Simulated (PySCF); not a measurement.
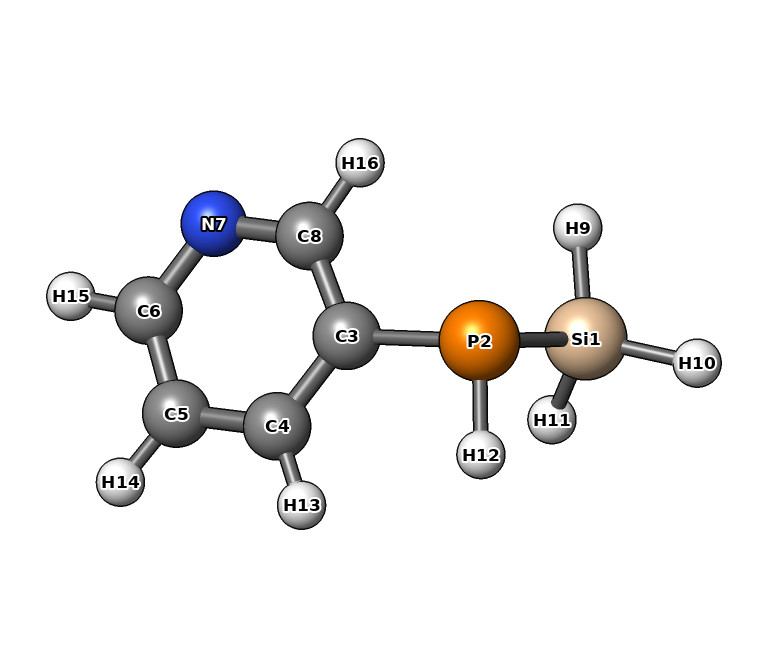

The thickness of each stick grows with its Mayer bond order. Computed geometry: GFN2-xTB optimisation. No frequency run is at hand to confirm it as a minimum. Method: PBE0/pcSseg-1 (PySCF 2.14.0).

List the Mayer bond orders of Si1–P2, P2–C3, C3–C4, C3–C8, C4–C5, C5–C6, C6–N7, N7–C8 (bonds between heavy atoms, one of each equivalent set).

```csv
bond,Mayer order,length (Å)
Si1–P2,0.92,2.242
P2–C3,0.95,1.815
C3–C4,1.39,1.391
C3–C8,1.35,1.396
C4–C5,1.44,1.384
C5–C6,1.39,1.386
C6–N7,1.46,1.323
N7–C8,1.51,1.316
```

The geometry is semi-empirical. Around P, Si such bond lengths and angles can be off by a tenth of an ångström or more and by several degrees, and values that hang on the shape move with them.
